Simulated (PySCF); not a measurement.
## A study: ClH₃Si, SMILES `Cl[SiH3]`

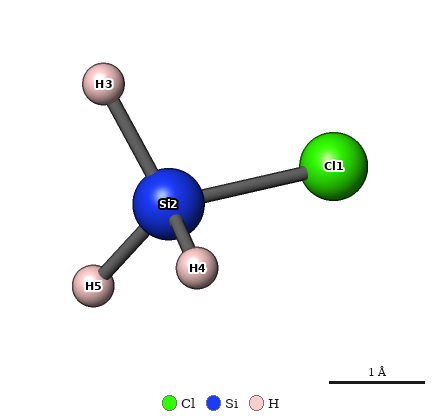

The molecule, with its atoms numbered as below. No frequency check shows the geometry to be a minimum.

Cartesian coordinates (Å):

```
Cl1     -1.0452    0.0000    0.0000
Si2      0.9650   -0.0000    0.0001
H3       1.4193   -1.2584   -0.5812
H4       1.4206    0.1260    1.3789
H5       1.4192    1.1326   -0.7992
```

## 1. Bonding charge

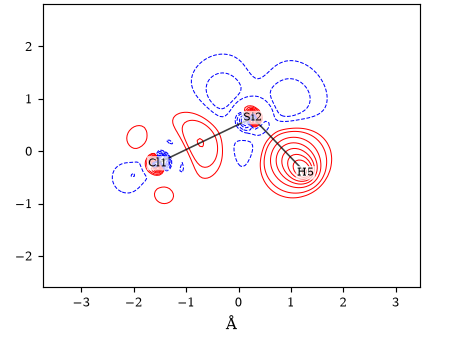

Deformation density (molecule less spherical, spin-averaged free atoms) in the plane of Cl1, Si2 and H5; contours at ±0.05 to ±0.8 e/Å³; solid red lines: gain, dashed blue lines: loss.

Computed with PySCF, PBE/def2-TZVP, geometry: GFN2-xTB.

Q: Describe the bonding that the map shows.

A: Si2–H5: +0.24 e/Å³ at the bond critical point (bond length 1.46 Å, Mayer order 0.9). Cl1–Si2: +0.07 e/Å³ at the bond critical point (bond length 2.01 Å, Mayer order 1.2); up to 0.6 Å beside the axis the gain reaches +0.20 e/Å³. In all, 1.1 electrons gather in the regions of gain relative to the promolecule. A small or negative value marks a very polar bond, one between electron-rich atoms, whose free-atom densities already overlap strongly, a long bond to a heavier atom, or a closed-shell contact such as a hydrogen bond.

Q: Where do the Hirshfeld charges lie?

A: The highest Hirshfeld charge is on Si2 (+0.30 e), the lowest on Cl1 (−0.10 e).

```
atom  charge (e)
 Cl1       −0.10
 Si2       +0.30
  H3       −0.07
  H4       −0.07
  H5       −0.07
```

## 2. Bond critical points

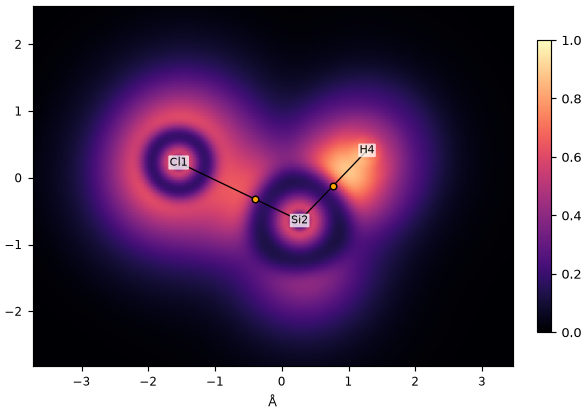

Localised orbital locator (LOL) in the plane of Cl1, Si2 and H4, with bond paths and bond critical points (dots).

Q: What values does LOL take at the bond critical points in this plane?

A: Si2–H4: about 0.43; Cl1–Si2: about 0.36. Values above 0.5 mark slow, localised electrons, as in shared pairs; low values at a critical point mark a polar or closed-shell contact whose critical point lies between the shells.

Q: Where along Cl1–Si2 does the critical point lie?

A: 1.27 Å from Cl1 and 0.74 Å from Si2.

## 3. Local ionisation energy

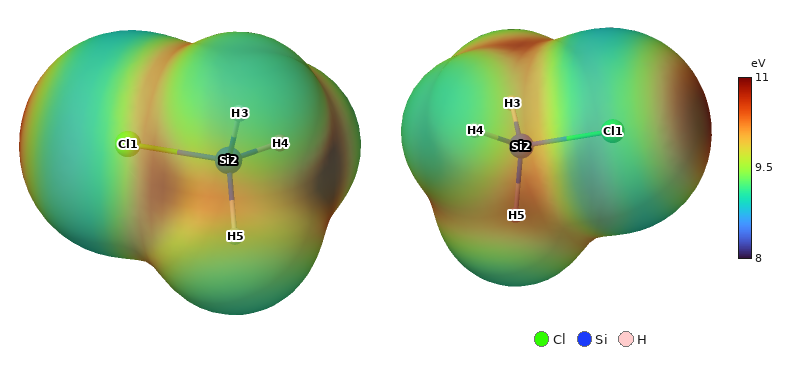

Average local ionisation energy on the surface of electron density 0.001 a.u. (back view left, front view right).

Q: Where are the most loosely bound electrons on this surface?

A: The lowest value is 8.9 eV, 2.1 Å from Cl1, and at like points elsewhere. Further minima include 9.1 eV, 1.5 Å from H5, and at like points elsewhere. For comparison, the highest occupied orbital lies at −7.7 eV.

Q: What volume does the surface enclose, and what is the dipole moment?

A: About 83 Å³; the dipole moment is 1.0 D.

## 4. In an electric field

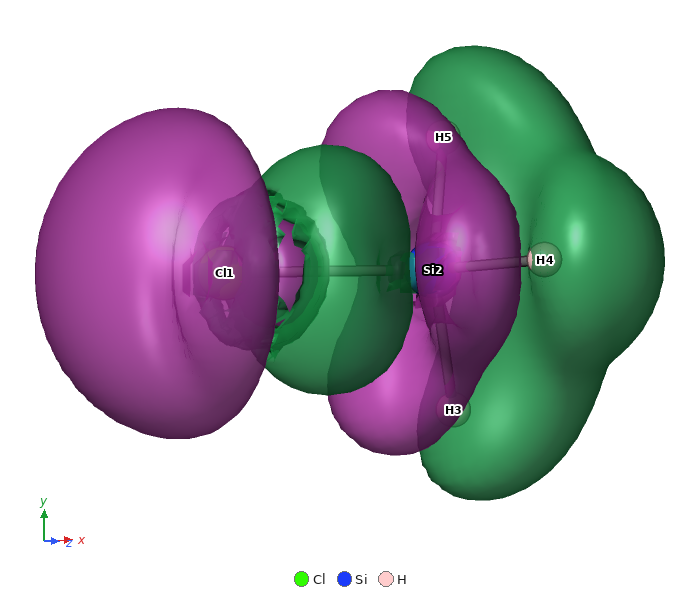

Change of the electron density in a uniform field of 0.21 V/Å, surfaces at ±0.001 e/Å³ (green: gain, purple: loss).

Level of theory: PBE/def2-TZVP (PySCF), at a geometry from GFN2-xTB. A basis without diffuse functions makes polarisabilities too small.

The field was applied in both directions; the picture shows the one opposite to the script's first.

Q: Along which Cartesian direction does the field point?

A: Along −x: electrons gather on the +x side, against the field.

Q: How large is the response?

A: The induced dipole is 0.46 D (along the field); α along this axis, from the fields in both directions, is 45 bohr³ (6.6 Å³).

The PySCF runs shown took 5 s and 10 s on 1 thread of Intel(R) Xeon(R) Platinum 8488C (Sapphire Rapids), with other jobs on the host.
